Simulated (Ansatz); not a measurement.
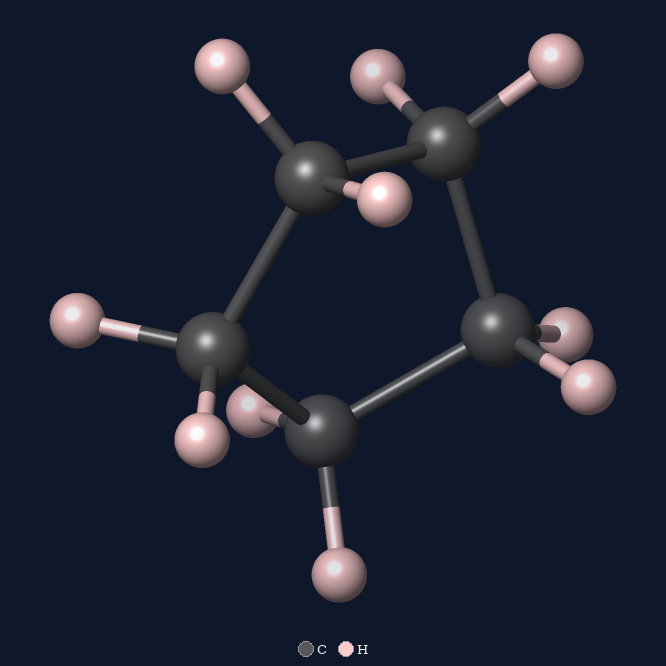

The picture shows a molecular structure as a ball-and-stick model.

Which formula does it have?

C₅H₁₀, 15 atoms: 5 carbon and 10 hydrogen.

Give a SMILES string for it.

C1CCCC1

Does it have rings?

Independent rings (smallest set): 1 of 5 members.

Count the bonded pairs by element.

10 C–H, 5 C–C.

More results for the same structure follow; atom numbers are the same in all pictures, views and colours differ. Computed geometry: PBE0-D4/def2-TZVP optimisation.

## Shape

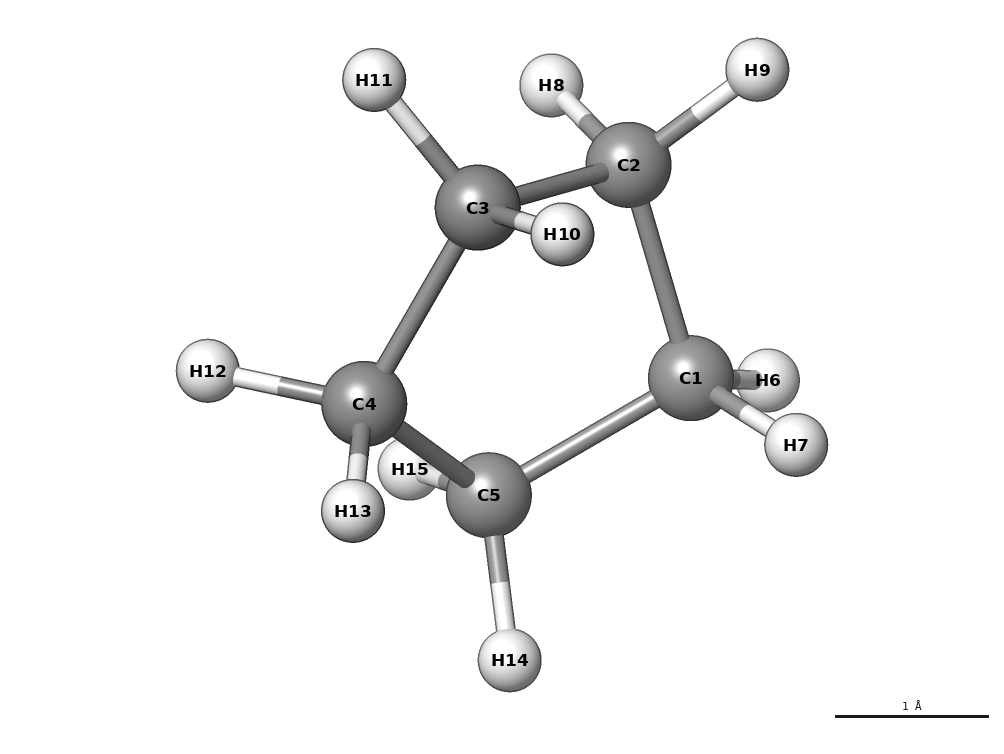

Atoms carry their numbers in the input.

What are the angles C1–C5–H14, C1–C5–H15, C2–C1–C5, C2–C1–H7, C2–C3–C4, C3–C2–H8, C3–C4–C5, C3–C4–H12, C3–C4–H13, C4–C3–H11, C4–C5–H14, C5–C1–H6?

```
    angle  degrees
C1–C5–H14    112.8
C1–C5–H15    109.3
 C2–C1–C5    103.2
 C2–C1–H7    109.5
 C2–C3–C4    105.1
 C3–C2–H8    110.2
 C3–C4–C5    105.9
C3–C4–H12    111.3
C3–C4–H13    110.9
C4–C3–H11    112.7
C4–C5–H14    112.7
 C5–C1–H6    113.0
```

## Charges

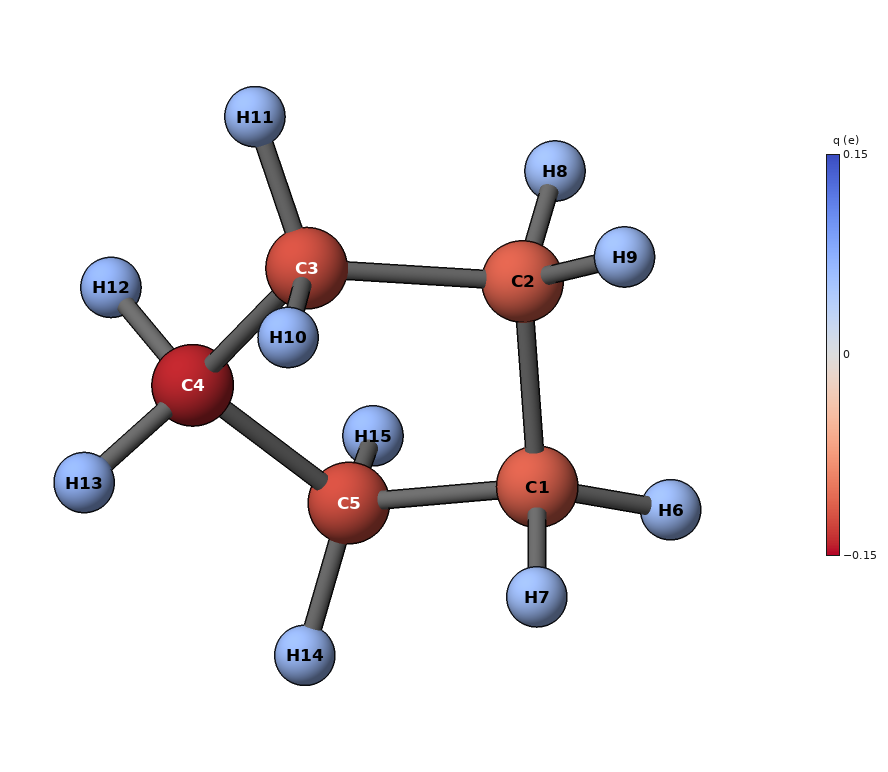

Atoms are coloured by their Mulliken charges. Method: RKS PBE-D4/def2-TZVPP (Ansatz 0.2.0).

Which atom carries the highest charge (most positive or least negative)?

H6, H7, H8, H9, H10, H11, H12, H13, H14, H15 (0.06 e).

And the lowest?

C4 (−0.14 e).

List the Mulliken charges.

```tsv
atom	value (e)
C1	−0.11
C2	−0.11
C3	−0.12
C4	−0.14
C5	−0.12
H6	0.06
H7	0.06
H8	0.06
H9	0.06
H10	0.06
H11	0.06
H12	0.06
H13	0.06
H14	0.06
H15	0.06
```

## Electronic properties

Method: RKS r2SCANh-D4/def2-TZVPP (Ansatz 0.2.0).

Estimate the dispersion correction.

−7.5 kJ/mol.

Give the LUMO energy (Kohn–Sham orbital) at this level.

1.32 eV.

Give the HOMO energy (Kohn–Sham orbital) at this level.

−8.09 eV.

## Vibrations

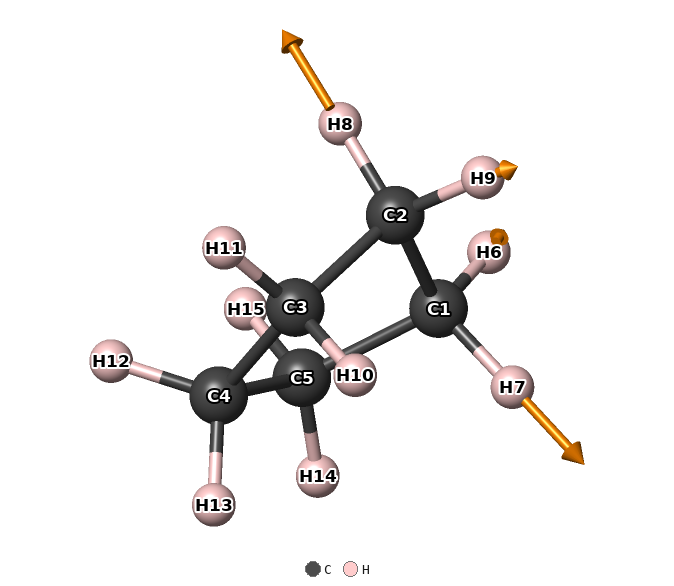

The arrows show one normal mode. Harmonic vibrations computed with RKS PBE0-D4/def2-TZVP (Ansatz 0.2.0) at a stationary point of the same level.

What kind of motion is it?

Mostly in-phase stretching of 2 C–H bonds.

Estimate its harmonic wavenumber.

3039 cm⁻¹; it is mode 30 of 39 counted from the lowest.

Mulliken values depend strongly on the basis set and can even reverse the polarity of a bond.
